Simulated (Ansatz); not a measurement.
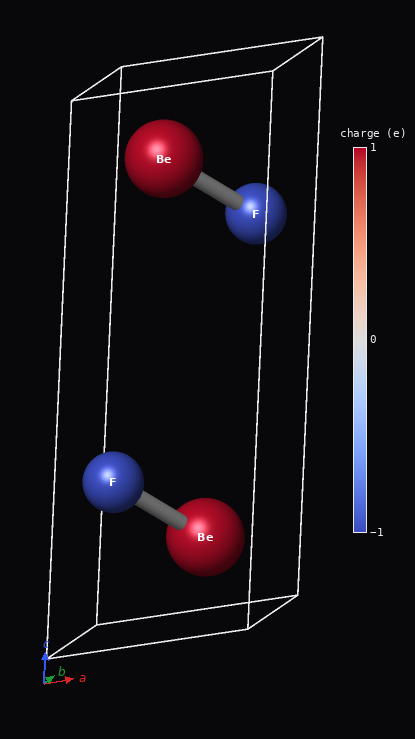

Ball-and-stick representation of a periodic structure, projected slightly off an axis. One cell (the run's own, in a reduced setting) is framed, with atoms on its boundary repeated. The atoms of this BeF cell are coloured by their Bader charge.

Electronic-structure method: Ansatz, DFT PBE+D3(BJ), scalar-relativistic, plane waves, PAW. Parameters: a plane-wave cutoff of 420 eV, k-points about 0.12 Å⁻¹ apart, Gaussian smearing of 0.1 eV, no spin polarisation.

### Give the charges by element.

Most positive: Be; most negative: F. Charges: about Be +1.0 e; F -1.0 e.

The model was built from a structure type filled with these elements by a generator (whether the compound takes this form wasn't checked). Earlier steps of the study may have refined or changed the cell and positions. It was run through Ansatz as a DFT input.
